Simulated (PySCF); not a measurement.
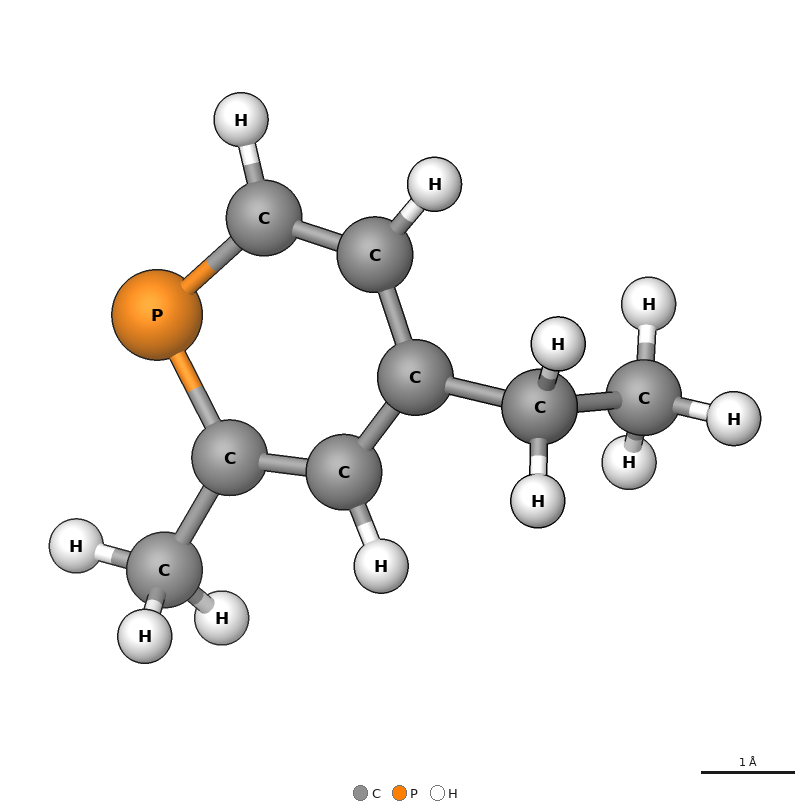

Ball-and-stick drawing of a structure. Every bond is drawn as one stick, whatever its order.

The geometry was computed by an optimisation with PBE0-D3(BJ)/def2-SVP. No frequency run is at hand to confirm it as a minimum.

Count the atoms of each element.

C8H11P, 20 atoms: 8 carbon, 11 hydrogen and 1 phosphorus.

How many bonds of each kind are drawn?

11 C–H, 7 C–C, 2 C–P.

The parts below concern this one geometry. Atoms keep their numbers from picture to picture.

**Symmetry**

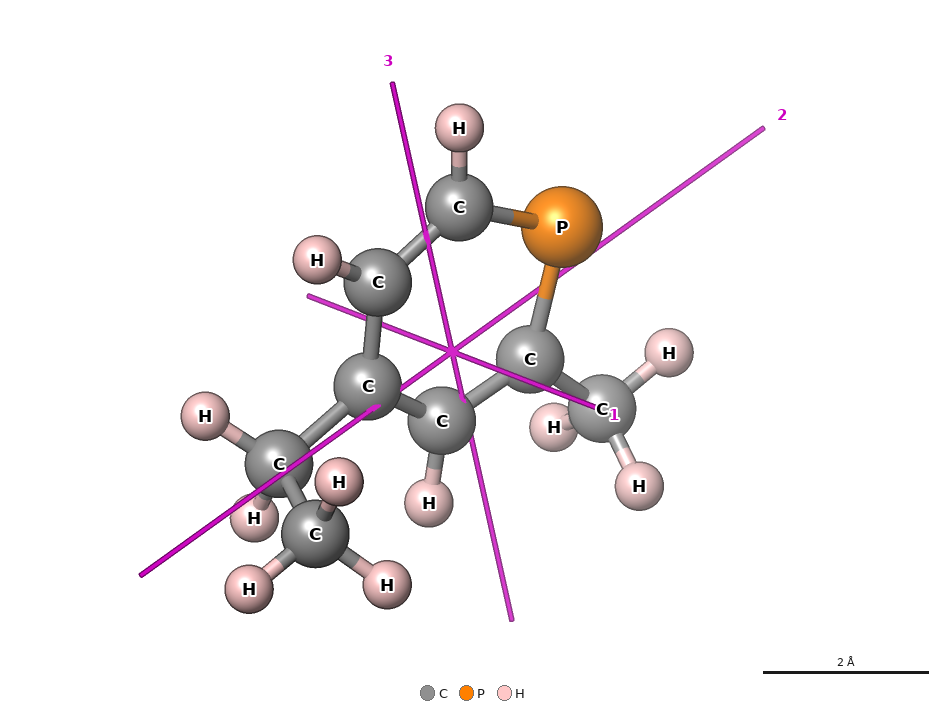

The three principal axes of inertia are drawn and numbered. Atoms fade into the background with distance from the viewer. No frequency run is at hand to confirm it as a minimum. Masses are those of the most abundant isotopes; constants are for the rigid equilibrium geometry.

Which line is the a axis (least moment of inertia), which b and which c?

a is line 2, b is line 3, c is line 1; the moments are 214, 522, 689 u Å².

Classify the rotor and give the rotational constants (cm⁻¹).

An asymmetric top (C1): A = 0.0789, B = 0.0323, C = 0.0245 cm⁻¹. Ray's parameter κ is −0.71, nearer the prolate limit.

**Levels of theory compared**

No frequency run is at hand to confirm it as a minimum. Program: PySCF 2.14.0.

At this fixed geometry, give dipole (D), HOMO–LUMO gap (eV), HOMO energy (eV) at these levels: PBE0/def2-SVPD; PBE0/pcSseg-1; PBE0/pcSseg-1 in acetonitrile (IEF-PCM); PBE0/pcSseg-1 in chloroform (IEF-PCM); ωB97X-D/pcSseg-1.

```csv
level,dipole (D),HOMO–LUMO gap (eV),HOMO energy (eV)
PBE0/def2-SVPD,2.10,5.45,−6.70
PBE0/pcSseg-1,2.12,5.46,−6.73
PBE0/pcSseg-1 in acetonitrile (IEF-PCM),3.12,5.45,−6.83
PBE0/pcSseg-1 in chloroform (IEF-PCM),2.80,5.45,−6.78
ωB97X-D/pcSseg-1,2.15,8.79,−8.42
```

**Ring current**

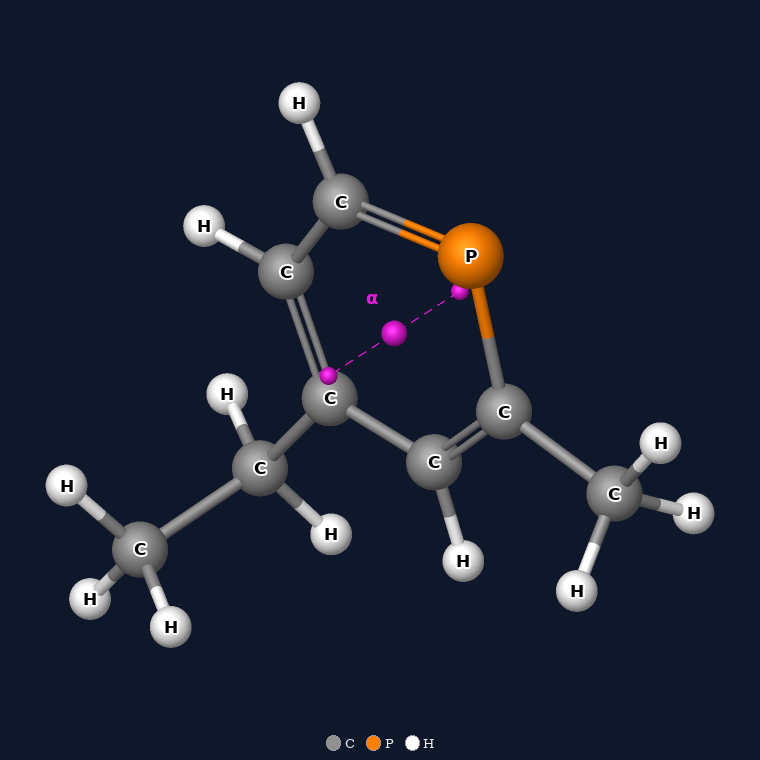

The small points mark where nucleus-independent chemical shifts (NICS) were computed: at the centre of each lettered ring and 1 Å above and below it. No frequency run is at hand to confirm it as a minimum. Method: GIAO ωB97X-D/pcSseg-1 NMR shielding, non-relativistic, gas phase (PySCF 2.14.0).

Give NICS(0), NICS(1) and the out-of-plane component NICS(1)zz for each ring (means of the two sides).

| ring | members | NICS(0) | NICS(1) | NICS(1)zz |
| --- | --- | --- | --- | --- |
| α | C5P | −7.5 | −10.5 | −25.6 |

Values in ppm.

What do the values say about the ring currents?

Ring α: diatropic, as in an aromatic ring. NICS is one index among several.

**Excitation**

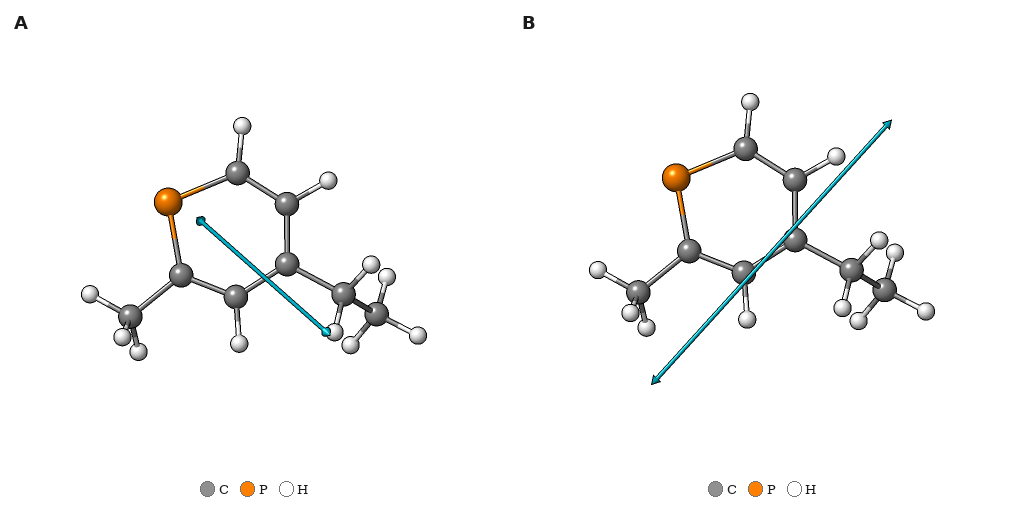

The double arrows show the directions of two transition dipoles from the ground state (lengths mean nothing). No frequency run is at hand to confirm it as a minimum. Method: TDDFT PBE0/def2-SVPD, vertical, gas phase, core orbitals frozen in the response (PySCF 2.14.0).

One belongs to singlet state 3 and one to singlet state 5. Which is which?

A: state 3, 5.03 eV (247 nm), oscillator strength 0.033, mainly HOMO−2 → LUMO (weight 0.86).
B: state 5, 5.82 eV (213 nm), oscillator strength 0.29, mainly HOMO−1 → LUMO (weight 0.57).

**Polarisability**

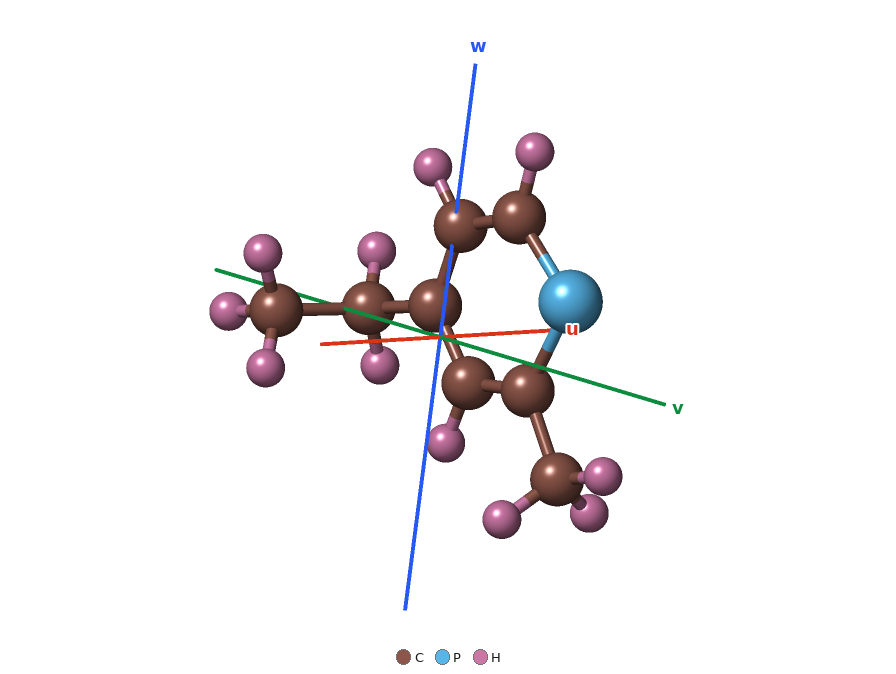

The lines u, v and w are the principal axes of the static dipole polarisability. No frequency run is at hand to confirm it as a minimum. Computed with PBE0/def2-SVPD (PySCF 2.14.0).

Along which axis is the molecule most polarisable, and along which least?

Most along v, least along u.

Give the three principal values.

u 81.7, v 154.8, w 129.0 bohr³; mean 121.8, anisotropy 64.2 bohr³.
